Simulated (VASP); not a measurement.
Band structure of Ba (bcc). Level of theory: PBE GGA with D3 dispersion (zero damping), VASP's PBE PAW potentials (set 64) (plane waves; VASP).

Unless said otherwise, spin-orbit coupling is left out, though it shifts the bands of the heavy elements here.

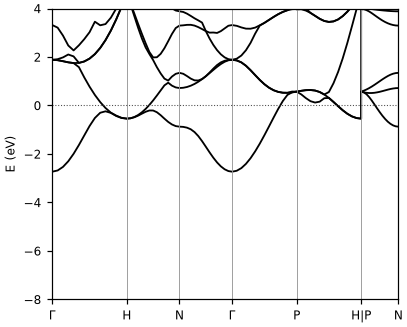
Figure: Bands along high-symmetry lines, zero at the valence-band maximum or, without a gap, the Fermi level

Read the plot: is there a gap, and where are the band edges?

It has no gap at this level: it comes out as a metal or semimetal. (Edges off the drawn lines would not show.)

The compound is Ba in the bcc structure. It was relaxed first.
